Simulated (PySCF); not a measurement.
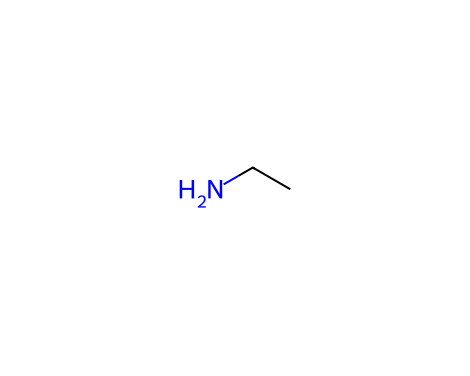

2D structure.

Write the SMILES.

Answer. CCN

What is the molecular formula?

Answer. C2H7N.

An optimisation with PBE0-D3(BJ)/def2-SVP gave a structure of which point group?

Answer. C1.

The parts below concern this one geometry. Atoms keep their numbers from picture to picture. The geometry was computed by an optimisation with PBE0-D3(BJ)/def2-SVP. No frequency run is at hand to confirm it as a minimum.

**Shape**

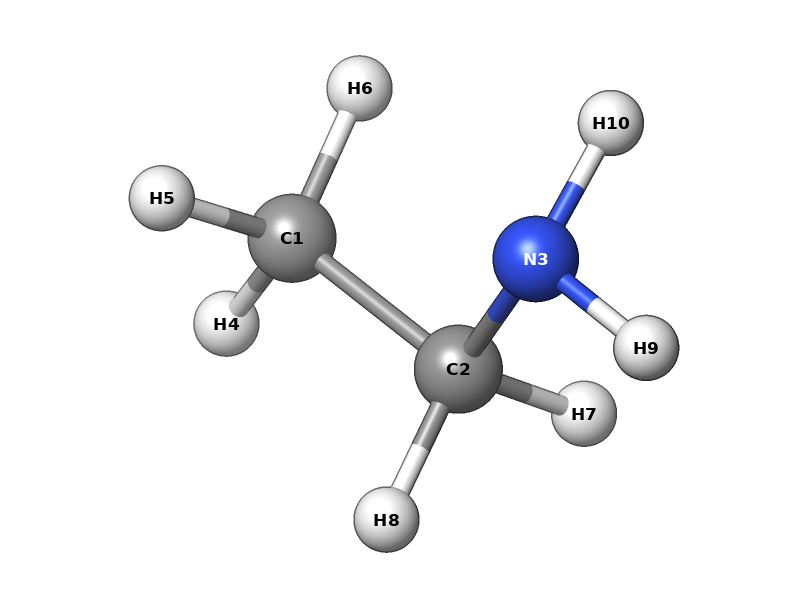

Numbered structure. No frequency run is at hand to confirm it as a minimum.

List the bonds and their lengths.

```csv
bond,length (Å),order
C1–C2,1.517,single
C1–H4,1.100,single
C1–H5,1.100,single
C1–H6,1.103,single
C2–N3,1.451,single
C2–H7,1.112,single
C2–H8,1.104,single
N3–H9,1.018,single
N3–H10,1.019,single
```

**Electronic properties**

No frequency run is at hand to confirm it as a minimum. Method: ωB97X-D/pcSseg-2, gas phase (PySCF 2.14.0).

Estimate the dipole moment.

Answer. 1.34 D.

What is the HOMO energy (Kohn–Sham orbital)?

Answer. −8.80 eV.

Give the LUMO energy (Kohn–Sham orbital) at this level.

Answer. 2.31 eV.

**Charges**

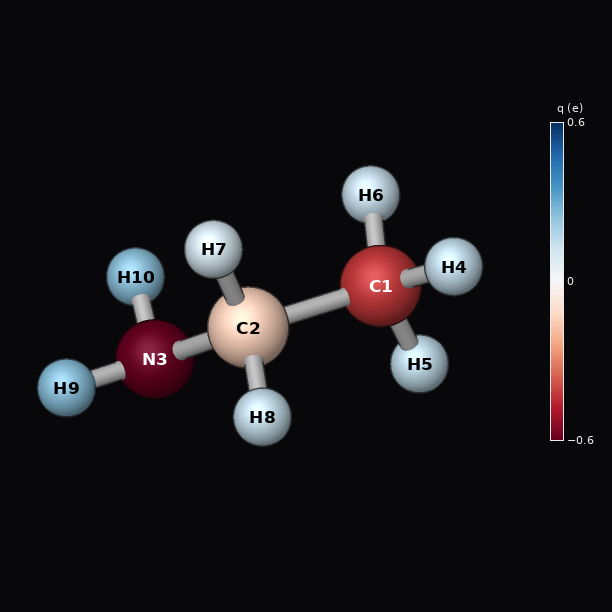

Atoms are coloured by their IAO charges. No frequency run is at hand to confirm it as a minimum. Properties computed with PBE0/def2-TZVP, gas phase (PySCF 2.14.0).

List the IAO charges.

| atom | value (e) |
| --- | --- |
| C1 | −0.42 |
| C2 | −0.14 |
| N3 | −0.60 |
| H4 | 0.14 |
| H5 | 0.15 |
| H6 | 0.13 |
| H7 | 0.10 |
| H8 | 0.14 |
| H9 | 0.25 |
| H10 | 0.24 |

**Quadrupole coupling**

No frequency run is at hand to confirm it as a minimum. Electric field gradients from the ground-state density, PBE0/STO-3G (PySCF 2.14.0), non-relativistic apart from any core potentials.

Give the largest field-gradient component, the quadrupole coupling constant and the asymmetry for 14N at N3 (Q = 20.44 mb).

| atom | V_zz (a.u.) | e²qQ/h (MHz) | η |
| --- | --- | --- | --- |
| N3 | −1.594 | −7.65 | 0.03 |

**NMR shielding**

The questions are on isotropic NMR shieldings of the H atoms. No frequency run is at hand to confirm it as a minimum. Properties computed with GIAO CAM-B3LYP/pcSseg-2 NMR shielding, non-relativistic, gas phase (PySCF 2.14.0).

List the isotropic NMR shieldings of the H atoms.

| atom | σ (ppm) |
| --- | --- |
| H4 | 30.20 |
| H5 | 30.03 |
| H6 | 30.45 |
| H7 | 28.32 |
| H8 | 28.76 |
| H9 | 30.53 |
| H10 | 31.18 |
